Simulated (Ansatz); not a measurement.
**One shape, several levels: AlH2F (SMILES [H][Al]([H])[F])**

Aim: a comparison of 6 runs (PBE/STO-3G, UB3LYP/STO-3G, UPBE0/STO-3G, r2SCAN0/STO-3G, BCCD(T)/STO-3G, CCSDTQ/STO-3G) of AlH2F. 

Program for the calculation: Ansatz 0.2.0.

52 further runs of the same task are left out: 52 set aside as unsound or not needed.

### Step 1. The structure to begin with

AlH2F has 4 atoms, charge 0, and is taken as a singlet. SMILES: `[H][Al]([H])[F]`. The H2–Al1 distance was set to 2.292 Å, away from the relaxed value. At this shape a bond of the SMILES string is far longer than usual.

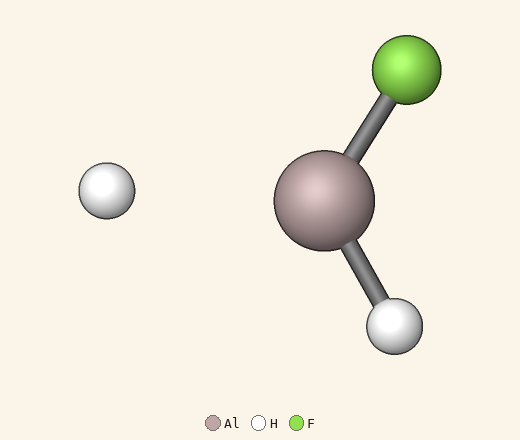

The structure, seen from a chosen angle (aluminium light grey, hydrogen white, fluorine green).

### Step 2. A single-point energy at PBE/STO-3G (run 1)

job.yaml

```yaml
crystal:
  periodic: [false, false, false]
  atoms:
    - symbol: Al
      position_ang: [-0.744051, 0.057955, -0.005630]
    - symbol: H
      position_ang: [1.546910, -0.017870, 0.014080]
    - symbol: H
      position_ang: [-1.502641, 1.384095, -0.025990]
    - symbol: F
      position_ang: [-1.591171, -1.348355, -0.002170]
basis:
  gaussian: {orbitals: STO-3G}
magnetization: {spin_polarized: false, initial_magnetization: 0}
accuracy: high
hamiltonian: {xc: pbe}
```

Launch:

```
$ ansatz run job.yaml --threads 1 --pin off --max-ram 2610MiB --events-out events.jsonl --progress --plain --runs-dir runs
```

Log:

```text
Warning: RAYON_NUM_THREADS=1 ignored (pool sized by the plan → 1); use --threads N
Functional definition: PBE
  name "PBE"
  parameter kappa = 0.804
  parameter beta = 0.06672455060314922
  exchange = pbe_x(kappa = kappa, mu = beta*pi^2/3)
  correlation = pbe_c(beta = beta)
267 factors; integrals over basis functions are off by at most 5.3e-9 eV
mean field evaluation 1: about -9213.7445 eV, gradient 2.9e1 eV
mean field evaluation 2: about -9196.0074 eV, gradient 7.5e1 eV
mean field evaluation 4: about -9217.5760 eV, gradient 1.0e1 eV
mean field evaluation 8: about -9218.0547 eV, gradient 1.7e-1 eV
mean field evaluation 16: about -9218.0549 eV, gradient 2.4e-7 eV
mean field -9218.05485055 eV, -338.7572675357 hartree, gradient 1.9e-8 eV, S^2 0.000000; 0 other end points of the search recorded, 0 dependent functions left out
reference -9218.05485216 eV, -338.7572675948 hartree; 12, 12 occupied and 4, 4 virtual orbitals, 267 factors
Total energy: -9218.05485216 eV, -338.7572675948 hartree
```

It took 0.78 s on 1 thread of Arm Neoverse V1, shared host.

### Step 3. A single-point energy at UB3LYP/STO-3G (run 2)

job.yaml

```yaml
crystal:
  periodic: [false, false, false]
  atoms:
    - {symbol: Al, position_ang: [-0.744051, 0.057955, -0.005630]}
    - {symbol: H, position_ang: [1.546910, -0.017870, 0.014080]}
    - {symbol: H, position_ang: [-1.502641, 1.384095, -0.025990]}
    - {symbol: F, position_ang: [-1.591171, -1.348355, -0.002170]}
basis:
  gaussian: {orbitals: STO-3G}
magnetization: {spin_polarized: true, initial_magnetization: 0}
hamiltonian: {xc: {name: B3LYP}}
accuracy: high
total_charge: 0
```

Launch:

```
$ ansatz run job.yaml --threads 1 --pin off --max-ram 2610MiB --events-out events.jsonl --progress --plain --runs-dir runs
```

Log:

```text
Warning: RAYON_NUM_THREADS=1 ignored (pool sized by the plan → 1); use --threads N
Functional definition: B3LYP
  name "B3LYP"
  parameter a0 = 0.2
  parameter ax = 0.72
  parameter ac = 0.81
  exchange = (1 - a0 - ax)*slater_x + ax*b88_x + a0*exact_x
  correlation = (1 - ac)*vwn_rpa_c + ac*lyp_c
267 factors; integrals over basis functions are off by at most 5.3e-9 eV
mean field evaluation 1: about -9220.8857 eV, gradient 2.0e1 eV
mean field evaluation 2: about -9213.2162 eV, gradient 3.8e1 eV
mean field evaluation 4: about -9224.7390 eV, gradient 2.5e0 eV
mean field evaluation 8: about -9224.7631 eV, gradient 1.7e-2 eV
mean field evaluation 16: about -9224.7631 eV, gradient 4.4e-9 eV
mean field -9224.76308747 eV, -339.0037906954 hartree, gradient 3.9e-9 eV, S^2 0.000000; 1 other end points of the search recorded, 0 dependent functions left out
reference -9224.76311153 eV, -339.0037915796 hartree; 12, 12 occupied and 4, 4 virtual orbitals, 267 factors
Total energy: -9224.76311153 eV, -339.0037915796 hartree
```

Wall time 1.4 s (1 thread of Arm Neoverse V1, shared host); peak memory 0.12 GiB.

Run 3 isn't shown in full; the table further down has it.

### Step 4. A single-point energy at r2SCAN0/STO-3G (run 4)

molecule.yaml

```yaml
basis:
  gaussian:
    orbitals: STO-3G
crystal:
  periodic: [false, false, false]
  atoms:
    - {symbol: Al, position_ang: [-0.744051, 0.057955, -0.005630]}
    - {symbol: H, position_ang: [1.546910, -0.017870, 0.014080]}
    - {symbol: H, position_ang: [-1.502641, 1.384095, -0.025990]}
    - {symbol: F, position_ang: [-1.591171, -1.348355, -0.002170]}
accuracy: high
hamiltonian:
  xc: {name: r2SCAN0}
```

Launch:

```
$ ansatz run molecule.yaml --threads 1 --pin off --max-ram 2610MiB --events-out events.jsonl --progress --plain --runs-dir runs
```

Log:

```text
Warning: RAYON_NUM_THREADS=1 ignored (pool sized by the plan → 1); use --threads N
Functional definition: r2SCAN0
  name "r2SCAN0"
  parameter a = 0.25
  parameter k0 = 0.174
  parameter k1 = 0.065
  parameter a1 = 4.9479
  exchange = (1 - a)*r2scan_x(k0 = k0, k1 = k1, a1 = a1) + a*exact_x
  correlation = r2scan_c
267 factors; integrals over basis functions are off by at most 5.3e-9 eV
mean field evaluation 1: about -9219.6026 eV, gradient 2.6e1 eV
mean field evaluation 2: about -9216.5870 eV, gradient 3.9e1 eV
mean field evaluation 4: about -9222.9939 eV, gradient 1.2e0 eV
mean field evaluation 8: about -9222.9574 eV, gradient 4.1e-3 eV
mean field evaluation 16: about -9222.9574 eV, gradient 1.2e-8 eV
mean field -9222.95738432 eV, -338.9374323287 hartree, gradient 1.2e-8 eV, S^2 0.000000; 0 other end points of the search recorded, 0 dependent functions left out
reference -9222.95738461 eV, -338.9374323393 hartree; 12, 12 occupied and 4, 4 virtual orbitals, 267 factors
Total energy: -9222.95738461 eV, -338.9374323393 hartree
```

Run time: 2 s. Hardware: 1 thread of Arm Neoverse V1, shared host; peak memory 0.12 GiB.

Run 5 isn't shown in full; the table further down has it.

### Step 5. A single-point energy at CCSDTQ/STO-3G (run 6)

run.yaml

```yaml
crystal:
  periodic: [false, false, false]
  atoms:
    - {symbol: Al, position_ang: [-0.744051, 0.057955, -0.005630]}
    - {symbol: H, position_ang: [1.546910, -0.017870, 0.014080]}
    - {symbol: H, position_ang: [-1.502641, 1.384095, -0.025990]}
    - {symbol: F, position_ang: [-1.591171, -1.348355, -0.002170]}
basis:
  gaussian:
    orbitals: STO-3G
correlation:
  method: ccsdtq
  frozen_orbitals: {Al: 5, F: 1, H: 0}
accuracy: high
scf:
  omitted_lower_state_checks: [cluster_reference, increment]
```

Launch:

```
$ ansatz run run.yaml --threads 1 --pin off --max-ram 2610MiB --events-out events.jsonl --progress --plain --runs-dir runs
```

Log:

```text
Warning: RAYON_NUM_THREADS=1 ignored (pool sized by the plan → 1); use --threads N
[... 11 lines left out ...]
6 core orbitals not correlated: weight in the atoms' cores, before any rotation towards them, 1.000 or more for the frozen orbitals, at most 0.000 for the correlated occupied ones
[... 36 lines left out ...]
Total energy: -9202.67503992 eV, -338.1920699198 hartree
Checks for a lower state left out: cluster_reference, increment
```

It took 1.9 s on 1 thread of Arm Neoverse V1, shared host.

### Step 6. The series

```csv
run,level,frozen core orbitals,energy (Eh),wall time
1,PBE/STO-3G,–,-338.757268,0.78 s
2,UB3LYP/STO-3G,–,-339.003792,1.4 s
3,UPBE0/STO-3G,–,-338.799747,1.3 s
4,r2SCAN0/STO-3G,–,-338.937432,2 s
5,BCCD(T)/STO-3G,6,-338.191257,0.14 s
6,CCSDTQ/STO-3G,6,-338.192070,1.9 s
```

### Step 7. Results

| quantity | value |
| --- | --- |
| run 6: total energy | -338.19207 Eh |
| run 6: correlation energy (6 core orbitals frozen) | -103.6 mEh |
| run 6: T1 diagnostic | 0.024 |

In words: Totals of different functionals can't be ranked against each other. In runs 5, 6 the log says that unrestricted orbitals would lower the reference, so the values rest on an unstable closed-shell determinant (other closed-shell runs at this shape may share the fault). In runs 1, 2, 3, 4, 5, 6 the basis is minimal, so the values are rough. All runs together took 7.5 s, the longest 2 s.
